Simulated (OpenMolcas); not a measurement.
# GaNH2ClF (SMILES [NH2][Ga]([F])[Cl]) at 6 levels

Aim: a comparison of 6 runs (HF/3-21G, HF/6-31G*, PBE/6-31G*, PBE0/6-31G*, SVWN5/6-31G*, CCSD(T)/6-31G*) of GaNH2ClF. 

The results are computed with OpenMolcas 26.06.

1 further run of the same task is left out (set aside as unsound or not needed).

**1. Starting point**

The species is GaNH2ClF (6 atoms), meant as a singlet with charge 0. SMILES: `[NH2][Ga]([F])[Cl]`. The shape is that of a PBE0-D4/def2-TZVP optimisation.

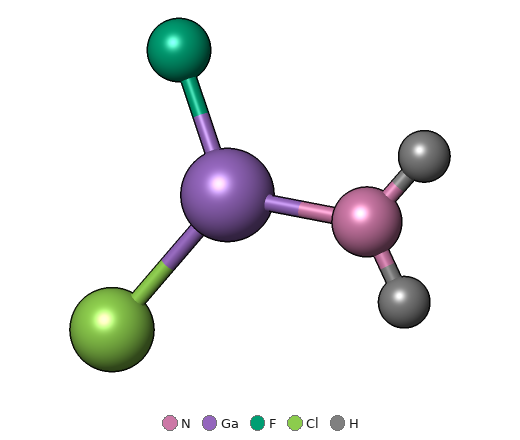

The structure, seen from a chosen angle (nitrogen pink, gallium purple, fluorine teal, chlorine green, hydrogen grey).

**2. Energy and gradient at HF/3-21G (run 1)**

The input, coord.xyz:

```xyz
6

N     -0.193400     1.027000    -0.045900
Ga     0.233000    -0.711000     0.012900
F      1.569300    -1.221300     1.009300
Cl    -0.740100    -2.208600    -1.123700
H      0.201900     1.691500     0.596800
H     -1.028600     1.358600    -0.495600
```

The input, job.inp:

```
* ClFGaH2N Hartree-Fock

&GATEWAY
 BasLib=$CurrDir
 Coord=coord.xyz
 Basis=3-21G
 Group=NoSym

&SEWARD

&SCF
 Thresholds=1e-10 1e-07 1e-07 1e-05
 PrOrbitals=1 1

&ALASKA
```

The basis set 3-21G is read from a file made from the Basis Set Exchange's data (not shown).

Run with:

```
export MOLCAS_MEM=1860
pymolcas job.inp > job.log
```

Standard output:

```text
--- Start Module: gateway ---
[...]
--- Stop Module: gateway /rc=_RC_ALL_IS_WELL_ ---
[...]
      Basis functions           57
[...]
--- Start Module: scf ---
[...]
       Convergence after  13 Iterations
[...]
::    Total SCF energy                              -2525.5183442631
[...]
      Total spin, S                                     0.0000000000
[...]
      Total electronic charge=   66.000000
      Total            charge=   -0.000000
[...]
      Dipole Moment (debye):
      Origin of the operator (angstrom)=    0.1184   -0.9501   -0.1423
                   X= -1.1625E+00               Y=  3.4938E+00               Z=  6.2796E-01           Total=  3.7353E+00
      Quadrupole Moment (debye*angstrom):
[...]
--- Stop Module: scf /rc=_RC_ALL_IS_WELL_ ---
[...]
--- Start Module: alaska ---
[...]
 *              Molecular gradients               *
 **************************************************
  Irreducible representation: a
 ------------------------------------------------------------------------------------------
                              X                       Y                       Z
 ------------------------------------------------------------------------------------------
  N1                4.08046355494873E-03    1.92472562338715E-02   -7.70405599195745E-03
  GA2              -3.91524113712556E-02   -3.04490151733905E-02   -3.32786716032576E-02
  F3                2.35522082800834E-02   -8.76568960163127E-03    1.69802801804231E-02
  CL4               1.62353590557807E-02    2.30075023308380E-02    1.80134919097590E-02
  H5                7.30454022331628E-04   -2.30210920695306E-04    5.75297527305141E-03
  H6               -5.44607354192284E-03   -2.80984286902086E-03    2.35980231951594E-04
 ------------------------------------------------------------------------------------------
[...]
```

Wall time 3.3 s (1 thread of Arm Neoverse V1, shared host); peak memory 0.39 GiB.

**3. Energy and gradient at HF/6-31G(d) (spherical functions) (run 2)**

The input, job.input:

```
&GATEWAY
  BasLib=$CurrDir
  Coord
  6
  angstrom
  N       -0.193400       1.027000      -0.045900
  Ga       0.233000      -0.711000       0.012900
  F        1.569300      -1.221300       1.009300
  Cl      -0.740100      -2.208600      -1.123700
  H        0.201900       1.691500       0.596800
  H       -1.028600       1.358600      -0.495600
  Basis=6-31Gs
  Group=NoSym

&SEWARD

&SCF
  Thresholds=1e-10 1e-07 1e-07 1e-05
  PrOrbitals=0

&ALASKA
```

The basis set 6-31G* is read from a file made from the Basis Set Exchange's data (not shown).

Run with:

```
export MOLCAS_MEM=1860
pymolcas job.input > job.log
```

Standard output:

```text
--- Start Module: gateway ---
[...]
--- Stop Module: gateway /rc=_RC_ALL_IS_WELL_ ---
[...]
      Basis functions           82
[...]
--- Start Module: scf ---
[...]
       Convergence after  14 Iterations
[...]
::    Total SCF energy                              -2537.6158437705
[...]
      Total spin, S                                     0.0000000000
[...]
      Total electronic charge=   66.000000
      Total            charge=   -0.000000
[...]
      Dipole Moment (debye):
      Origin of the operator (angstrom)=    0.1184   -0.9501   -0.1423
                   X= -1.4143E+00               Y=  2.7783E+00               Z=  9.6498E-02           Total=  3.1190E+00
      Quadrupole Moment (debye*angstrom):
[...]
--- Stop Module: scf /rc=_RC_ALL_IS_WELL_ ---
[...]
--- Start Module: alaska ---
[...]
 *              Molecular gradients               *
 **************************************************
  Irreducible representation: a
 ------------------------------------------------------------------------------------------
                              X                       Y                       Z
 ------------------------------------------------------------------------------------------
  N1                4.94300828693639E-03   -9.48174812504732E-03   -1.62642647640987E-03
  GA2              -1.29903578425816E-02    1.91381479508479E-03   -9.21700730582309E-03
  F3                7.21481794752066E-03   -2.56645978315362E-03    5.08042487176397E-03
  CL4               3.79590948677944E-03    5.16908383736947E-03    4.00739569139930E-03
  H5                3.92847387863116E-03    4.12850814969445E-03    5.70021675116372E-03
  H6               -6.89185175745433E-03    8.36801126129494E-04   -3.94460353200499E-03
 ------------------------------------------------------------------------------------------
[...]
```

It took 11 s on 1 thread of Arm Neoverse V1, shared host; peak memory 0.46 GiB.

**4. Energy and gradient at PBE/6-31G(d) (spherical functions) (run 3)**

The input, run.input:

```
&GATEWAY
  BasLib=$CurrDir
  Coord
  6
  bohr
  N     -0.36547303     1.94074873    -0.08673843
  Ga     0.44030619    -1.34359527     0.02437747
  F      2.96554721    -2.30792252     1.90730058
  Cl    -1.39858630    -4.17364912    -2.12348525
  H      0.38153570     3.19647174     1.12778855
  H     -1.94377229     2.56738191    -0.93654827
  Basis=6-31Gs
  Group=NoSym

&SEWARD
  GridInput
  Grid=UltraFine
  End of Grid

&SCF
  KSDFT=PBE
  Thresholds=1e-10 1e-07 1e-07 1e-05
  PrOrbitals=1

&ALASKA
```

The basis set 6-31G* is read from a file made from the Basis Set Exchange's data (not shown).

Run with:

```
export MOLCAS_MEM=1860
pymolcas run.input > run.log
```

Standard output:

```text
--- Start Module: gateway ---
[...]
--- Stop Module: gateway /rc=_RC_ALL_IS_WELL_ ---
[...]
      Basis functions           82
[...]
--- Start Module: scf ---
[...]
       Convergence after  18 Iterations
[...]
::    Total KS-DFT energy                           -2540.0153339217
[...]
      Total spin, S                                     0.0000000000
[...]
      Total electronic charge=   66.000000
      Total            charge=   -0.000000
[...]
      Dipole Moment (debye):
      Origin of the operator (angstrom)=    0.1184   -0.9501   -0.1423
                   X= -1.2186E+00               Y=  2.8395E+00               Z=  1.3537E-01           Total=  3.0929E+00
      Quadrupole Moment (debye*angstrom):
[...]
--- Stop Module: scf /rc=_RC_ALL_IS_WELL_ ---
[...]
--- Start Module: alaska ---
[...]
 *              Molecular gradients               *
 **************************************************
  Irreducible representation: a
 ------------------------------------------------------------------------------------------
                              X                       Y                       Z
 ------------------------------------------------------------------------------------------
  N1               -2.40714080993554E-03   -8.48721394845597E-04    3.79285121542039E-03
  GA2              -1.23496860462313E-04   -2.76672472907080E-04   -1.93481343465063E-03
  F3               -7.51724107350071E-03    2.66045955503103E-03   -5.36991174530144E-03
  CL4               5.20191398729253E-03    7.13375853728948E-03    6.10869612841469E-03
  H5               -4.93863180980791E-03   -6.22886984312476E-03   -7.84963219288404E-03
  H6                9.78459656650976E-03   -2.43995438170375E-03    5.25281002899280E-03
 ------------------------------------------------------------------------------------------
[...]
```

Wall time 29 s (1 thread of Arm Neoverse V1, shared host); peak memory 0.46 GiB.

Runs 4 to 5 aren't shown in full; the table further down has their settings and results.

**5. The energy at CCSD(T)/6-31G(d) (spherical functions) (run 6)**

The input, job.inp:

```
&gateway
  baslib
  $CurrDir
  coord
  6
  angstrom
  N       -0.193400       1.027000      -0.045900
  Ga       0.233000      -0.711000       0.012900
  F        1.569300      -1.221300       1.009300
  Cl      -0.740100      -2.208600      -1.123700
  H        0.201900       1.691500       0.596800
  H       -1.028600       1.358600      -0.495600
  basis
  6-31Gs
  group
  NoSym

&seward

&scf
  thresholds
  1e-10 1e-07 1e-07 1e-05
  prorbitals
  1

&rasscf
  fileorb
  $Project.ScfOrb
  spin
  1
  nactel
  0 0 0
  inactive
  33
  ras2
  0
  outorbitals
  Canonical
  orblisting
  NoCore

&motra
  jobiph
  frozen
  16

&ccsdt
  cct
  triples
  2
  iterations
  80
  accuracy
  1e-08
  extrapolation
  5 4
```

The basis set 6-31G* is read from a file made from the Basis Set Exchange's data (not shown).

Run with:

```
export MOLCAS_MEM=1860
pymolcas job.inp > job.log
```

Standard output:

```text
--- Start Module: gateway ---
[...]
--- Stop Module: gateway /rc=_RC_ALL_IS_WELL_ ---
[...]
      Basis functions           82
[...]
       Convergence after  14 Iterations
[...]
::    Total SCF energy                              -2537.6158437705
[...]
      Total spin, S                                     0.0000000000
[...]
      Number of active orbitals                  0
[...]
      Spin quantum number                      0.0
[...]
      Active orbitals                            0
[...]
      Number of CSFs                             1
[...]
      Number of root(s) required                 1
[...]
      Convergence after  4 iterations
[...]
      Natural orbitals and occupation numbers for root  1
      ************************************************************************************************************************
      *                                                    Final results                                                     *
      ************************************************************************************************************************
[...]
::    RASSCF root number  1 Total energy:  -2537.61584377
[...]
      Total electronic charge=   66.000000
      Total            charge=   -0.000000
[...]
      Dipole Moment (debye):
      Origin of the operator (angstrom)=    0.1184   -0.9501   -0.1423
                   X= -1.4143E+00               Y=  2.7783E+00               Z=  9.6498E-02           Total=  3.1190E+00
      Quadrupole Moment (debye*angstrom):
[...]
--- Start Module: motra ---
[...]
--- Stop Module: motra /rc=_RC_ALL_IS_WELL_ ---
--- Start Module: ccsdt ---
[...]
      Convergence after                    15  Iterations
      Total energy (diff) :   -2538.32353346       0.00000000
[...]
 METHOD                       : CCSD+T(CCSD)+<T3(1)WT1> = CCSD(T)
[...]
       CCSD     =     -2538.3235334563756
[...]
```

Wall time 64 s (1 thread of Arm Neoverse V1, shared host); peak memory 0.46 GiB.

**6. The series**

```csv
run,level,integration grid,task,energy (Eh),dipole moment (D) of the reference,HOMO energy (eV),LUMO energy (eV),wall time
1,HF/3-21G,–,gradient,-2525.518344,3.74,-11.52,2.23,3.3 s
2,HF/6-31G* (spherical functions),–,gradient,-2537.615844,3.12,-11.60,2.01,11 s
3,PBE/6-31G* (spherical functions),UltraFine,gradient,-2540.015334,3.09,-6.48,-2.00,29 s
4,PBE0/6-31G* (spherical functions),UltraFine,gradient,-2540.098399,3.11,-7.98,-1.08,27 s
5,SVWN5/6-31G* (spherical functions),UltraFine,gradient,-2535.068703,3.19,-6.65,-2.23,23 s
6,CCSD(T)/6-31G* (spherical functions),–,energy,-2538.338553,3.12,-11.60,2.01,64 s
```

**7. What came out**

```
                                           quantity           value
                                run 6: total energy  -2538.33855 Eh
          run 6: dipole moment (mean-field density)          3.12 D
         run 6: HOMO energy (Hartree–Fock orbitals)       -11.60 eV
         run 6: LUMO energy (Hartree–Fock orbitals)         2.01 eV
       run 6: HOMO–LUMO gap (Hartree–Fock orbitals)        13.61 eV
run 6: correlation energy (16 core orbitals frozen)      -722.7 mEh
                              run 6: (T) correction      -15.02 mEh
```

What this shows: Over runs 1, 2, 3, 4, 5 the dipole moment (its size) runs from 3.09 D (PBE/6-31G*) to 3.74 D (HF/3-21G). The two ends differ in method and basis. Over runs 1, 2, 3, 4, 5 the HOMO–LUMO gap runs from 4.42 eV (SVWN5/6-31G*) to 13.74 eV (HF/3-21G). Totals of different functionals can't be ranked against each other. All runs together took 2.6 min, the longest 64 s.
